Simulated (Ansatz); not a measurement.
# C2H3O2 (SMILES CC([O])=O) at 6 levels

Aim: a comparison of 6 runs (UHF/STO-3G, UHF/def2-SVP, UB3LYP/6-31G*, UMP2/STO-3G, UCCSD(T)/STO-3G) of C2H3O2. 

The results are computed with Ansatz 0.2.0.

9 further runs of the same task are left out: 4 that didn't finish, 5 set aside as unsound or not needed.

### 1 The molecule

The species is C2H3O2 (7 atoms), meant as a doublet with charge 0. SMILES: `CC([O])=O`. The shape is that of a PBE0-D4/def2-TZVP optimisation.

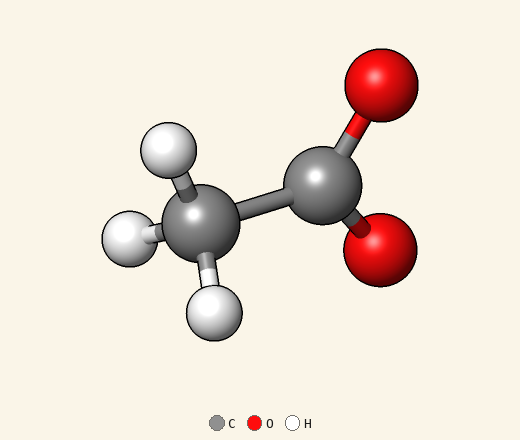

The structure, seen from a chosen angle (carbon grey, oxygen red, hydrogen white).

### 2 Energy and forces at UHF/STO-3G (run 1)

Contents of molecule.yaml:

```yaml
crystal:
  periodic: [false, false, false]
  atoms:
    - symbol: C
      position_ang: [-0.205800, 0.612400, -0.181600]
    - symbol: C
      position_ang: [0.251400, -0.748200, 0.190400]
    - symbol: O
      position_ang: [1.053300, -0.992800, 1.119400]
    - symbol: O
      position_ang: [-0.108400, -1.799900, -0.380000]
    - symbol: H
      position_ang: [-0.923800, 0.559300, -0.999400]
    - symbol: H
      position_ang: [-0.661900, 1.090200, 0.687400]
    - symbol: H
      position_ang: [0.656400, 1.210900, -0.481900]
basis:
  gaussian: {orbitals: STO-3G}
output: {forces: true, orbitals: {seedname: orbitals}}
accuracy: high
magnetization: {spin_polarized: true, initial_magnetization: 1}
hamiltonian: {xc: hf}
```

On the command line:

```
ansatz run molecule.yaml --threads 1 --pin off --max-ram 2610MiB --events-out events.jsonl --progress --plain --runs-dir runs
```

The log of the run (excerpt; [...] marks lines left out):

```text
Warning: RAYON_NUM_THREADS=1 ignored (pool sized by the plan → 1); use --threads N
Functional definition: HF
  name "HF"
[...]
448 factors; integrals over basis functions are off by at most 4.0e-9 eV
[...]
mean field -6100.82895333 eV, -224.2013287446 hartree, gradient 2.9e-8 eV, S^2 1.061285; 2 other end points of the search recorded, 0 dependent functions left out
[...]
reference -6100.82895333 eV, -224.2013287446 hartree; 16, 15 occupied and 7, 8 virtual orbitals, 448 factors
Total energy: -6100.82895333 eV, -224.2013287446 hartree
Atom 0 at    -0.205800     0.612400    -0.181600 Å, force    -0.483385     2.099986    -0.347020 eV/Å
Atom 1 at     0.251400    -0.748200     0.190400 Å, force    -0.979814     2.524893    -0.819492 eV/Å
Atom 2 at     1.053300    -0.992800     1.119400 Å, force     4.947503     0.501384     5.998966 eV/Å
Atom 3 at    -0.108400    -1.799900    -0.380000 Å, force    -3.315763    -5.277009    -4.671287 eV/Å
Atom 4 at    -0.923800     0.559300    -0.999400 Å, force     0.146613     0.106306     0.186948 eV/Å
Atom 5 at    -0.661900     1.090200     0.687400 Å, force    -0.016046     0.028925    -0.300967 eV/Å
Atom 6 at     0.656400     1.210900    -0.481900 Å, force    -0.299108     0.015515    -0.047148 eV/Å
Dipole moment:    -0.116568     0.353117    -0.094148 e Å
```

Wall time 0.92 s (1 thread of Arm Neoverse V2, shared host).

### 3 Energy and gradient at UHF/def2-SVP (run 2)

Contents of job.yaml:

```yaml
crystal:
  periodic: [false, false, false]
  atoms:
    - symbol: C
      position_ang: [-0.205800, 0.612400, -0.181600]
    - symbol: C
      position_ang: [0.251400, -0.748200, 0.190400]
    - symbol: O
      position_ang: [1.053300, -0.992800, 1.119400]
    - symbol: O
      position_ang: [-0.108400, -1.799900, -0.380000]
    - symbol: H
      position_ang: [-0.923800, 0.559300, -0.999400]
    - symbol: H
      position_ang: [-0.661900, 1.090200, 0.687400]
    - symbol: H
      position_ang: [0.656400, 1.210900, -0.481900]
basis:
  gaussian:
    orbitals: def2-SVP
magnetization:
  spin_polarized: true
  initial_magnetization: 1
hamiltonian:
  xc: hf
accuracy: high
output: {forces: true, orbitals: {seedname: orbitals}}
```

On the command line:

```
ansatz run job.yaml --threads 1 --pin off --max-ram 2610MiB --events-out events.jsonl --progress --plain --runs-dir runs
```

The log of the run (excerpt; [...] marks lines left out):

```text
Warning: RAYON_NUM_THREADS=1 ignored (pool sized by the plan → 1); use --threads N
[... 2 set-up lines as earlier in the session ...]
[...]
1656 factors; integrals over basis functions are off by at most 3.2e-9 eV
[...]
mean field -6176.56424704 eV, -226.9845494531 hartree, gradient 3.5e-8 eV, S^2 0.984208; 8 other end points of the search recorded, 0 dependent functions left out
[...]
reference -6176.56424704 eV, -226.9845494531 hartree; 16, 15 occupied and 55, 56 virtual orbitals, 1656 factors
Total energy: -6176.56424704 eV, -226.9845494531 hartree
Atom 0 at    -0.205800     0.612400    -0.181600 Å, force    -0.190294     0.391153     0.037493 eV/Å
Atom 1 at     0.251400    -0.748200     0.190400 Å, force     0.600345    -1.580319     0.004929 eV/Å
Atom 2 at     1.053300    -0.992800     1.119400 Å, force     0.941499     1.328873     1.471091 eV/Å
Atom 3 at    -0.108400    -1.799900    -0.380000 Å, force    -1.356728    -0.247593    -1.500887 eV/Å
Atom 4 at    -0.923800     0.559300    -0.999400 Å, force     0.083592     0.036657     0.085489 eV/Å
Atom 5 at    -0.661900     1.090200     0.687400 Å, force     0.008609     0.052596    -0.091257 eV/Å
Atom 6 at     0.656400     1.210900    -0.481900 Å, force    -0.087024     0.018632    -0.006858 eV/Å
Dipole moment:    -0.159828     0.556570    -0.153464 e Å
```

Run time: 12 s. Hardware: 1 thread of Arm Neoverse V2, shared host; peak memory 0.2 GiB.

Runs 3 to 4 aren't shown in full; the table further down has their settings and results.

### 4 Energy and gradient at UMP2/STO-3G (run 5)

Changes to molecule.yaml since step 2:

```diff
@@ -18,6 +18,14 @@
 basis:
-  gaussian: {orbitals: STO-3G}
-output: {forces: true, orbitals: {seedname: orbitals}}
+  gaussian:
+    orbitals: STO-3G
+total_charge: 0
+magnetization:
+  spin_polarized: true
+  initial_magnetization: 1
+correlation:
+  method: mp2
+  frozen_orbitals: {C: 1, H: 0, O: 1}
 accuracy: high
-magnetization: {spin_polarized: true, initial_magnetization: 1}
-hamiltonian: {xc: hf}
+output:
+  forces: true
+  orbitals: {seedname: orbitals}
```

On the command line:

```
ansatz run molecule.yaml --threads 1 --pin off --max-ram 2610MiB --events-out events.jsonl --progress --plain --runs-dir runs
```

The log of the run (excerpt; [...] marks lines left out):

```text
Warning: RAYON_NUM_THREADS=1 ignored (pool sized by the plan → 1); use --threads N
[... 2 set-up lines as earlier in the session ...]
[...]
448 factors; integrals over basis functions are off by at most 4.0e-9 eV
[...]
mean field -6100.82895333 eV, -224.2013287446 hartree, gradient 2.9e-8 eV, S^2 1.061285; 6 other end points of the search recorded, 0 dependent functions left out
4 core orbitals not correlated: weight in the atoms' cores, before any rotation towards them, 1.000 or more for the frozen orbitals, at most 0.000 for the correlated occupied ones
reference -6100.82895333 eV, -224.2013287446 hartree; 12, 11 occupied and 7, 8 virtual orbitals, 448 factors
second order -3.69695614 eV of doubles, -0.00000000 eV of singles
[...]
Total energy: -6104.52590948 eV, -224.3371893769 hartree
Atom 0 at    -0.205800     0.612400    -0.181600 Å, force    -0.518985     2.035319    -0.383307 eV/Å
Atom 1 at     0.251400    -0.748200     0.190400 Å, force    -0.666460     1.487147    -0.587200 eV/Å
Atom 2 at     1.053300    -0.992800     1.119400 Å, force     4.874017     0.625419     5.928493 eV/Å
Atom 3 at    -0.108400    -1.799900    -0.380000 Å, force    -3.312997    -5.026179    -4.633594 eV/Å
Atom 4 at    -0.923800     0.559300    -0.999400 Å, force    -0.339221     0.096475    -0.365963 eV/Å
Atom 5 at    -0.661900     1.090200     0.687400 Å, force    -0.305405     0.359995     0.274366 eV/Å
Atom 6 at     0.656400     1.210900    -0.481900 Å, force     0.269051     0.421826    -0.232794 eV/Å
Dipole moment:    -0.105953     0.326605    -0.085176 e Å
```

Run time: 0.92 s. Hardware: 1 thread of Arm Neoverse V2, shared host.

### 5 Energy and gradient at UCCSD(T)/STO-3G (run 6)

Contents of run.yaml:

```yaml
crystal:
  periodic: [false, false, false]
  atoms:
    - symbol: C
      position_ang: [-0.205800, 0.612400, -0.181600]
    - symbol: C
      position_ang: [0.251400, -0.748200, 0.190400]
    - symbol: O
      position_ang: [1.053300, -0.992800, 1.119400]
    - symbol: O
      position_ang: [-0.108400, -1.799900, -0.380000]
    - symbol: H
      position_ang: [-0.923800, 0.559300, -0.999400]
    - symbol: H
      position_ang: [-0.661900, 1.090200, 0.687400]
    - symbol: H
      position_ang: [0.656400, 1.210900, -0.481900]
basis:
  gaussian: {orbitals: STO-3G}
total_charge: 0
magnetization: {spin_polarized: true, initial_magnetization: 1}
correlation: {method: ccsd_t, frozen_orbitals: {C: 1, H: 0, O: 1}}
accuracy: high
scf: {omitted_lower_state_checks: [cluster_reference, increment]}
output: {forces: true, orbitals: {seedname: orbitals}}
```

On the command line:

```
ansatz run run.yaml --threads 1 --pin off --max-ram 2610MiB --events-out events.jsonl --progress --plain --runs-dir runs
```

The log of the run:

```text
Warning: RAYON_NUM_THREADS=1 ignored (pool sized by the plan → 1); use --threads N
[... 13 lines left out ...]
4 core orbitals not correlated: weight in the atoms' cores, before any rotation towards them, 1.000 or more for the frozen orbitals, at most 0.000 for the correlated occupied ones
[... 64 lines left out ...]
Total energy: -6106.23329969 eV, -224.3999348102 hartree
[... 7 lines left out ...]
Dipole moment:    -0.101618     0.312566    -0.081741 e Å
Checks for a lower state left out: cluster_reference, increment
```

Run time: 3.3 s. Hardware: 1 thread of Arm Neoverse V2, shared host; peak memory 0.096 GiB.

### 6 The series

| run | level | Cartesian functions | frozen core orbitals | energy (Eh) | dipole moment (D) | HOMO energy (eV) | LUMO energy (eV) | wall time |
| --- | --- | --- | --- | --- | --- | --- | --- | --- |
| 1 | UHF/STO-3G | no | – | -224.201329 | 1.84 | -9.70 | 7.07 | 0.92 s |
| 2 | UHF/def2-SVP | no | – | -226.984549 | 2.88 | -12.87 | 1.22 | 12 s |
| 3 | UB3LYP/6-31G* (spherical functions) | no | – | -228.406711 | 3.14 | -8.08 | -4.72 | 11 s |
| 4 | UB3LYP/6-31G* (Cartesian functions) | yes | – | -228.410780 | 3.14 | -8.10 | -4.74 | 11 s |
| 5 | UMP2/STO-3G | no | 4 | -224.337189 | 1.70 | -9.70 | 7.07 | 0.92 s |
| 6 | UCCSD(T)/STO-3G | no | 4 | -224.399935 | 1.63 | -9.70 | 7.07 | 3.3 s |

### 7 Results

| quantity | value |
| --- | --- |
| run 6: total energy | -224.39993 Eh |
| run 6: dipole moment (correlated density) | 1.63 D |
| run 6: HOMO energy (Hartree–Fock orbitals) (highest over α and β) | -9.70 eV |
| run 6: LUMO energy (Hartree–Fock orbitals) (lowest over α and β) | 7.07 eV |
| run 6: correlation energy (4 core orbitals frozen) | -198.6 mEh |
| run 6: (T) correction | -2.99 mEh |
| run 6: ⟨S²⟩ of the reference determinant | 1.061 |
| run 6: T1 diagnostic | 0.032 |
| run 6: largest force on an atom | 8.871 eV/Å |

**Reading.** Below the UHF energy at the same shape and in the same basis (STO-3G): UMP2 -135.9 mEh; UCCSD(T) -198.6 mEh. The dipole moment (its size) runs from 1.63 D (UCCSD(T)/STO-3G) to 3.14 D (UB3LYP/6-31G*). The two ends differ in method and basis. In runs 1, 5, 6 the basis is minimal, so the values are rough. Spin contamination of the reference: run 1 ⟨S²⟩ = 1.06, run 5 ⟨S²⟩ = 1.06, run 6 ⟨S²⟩ = 1.06, run 2 ⟨S²⟩ = 0.98. All runs together took 39 s, the longest 12 s.
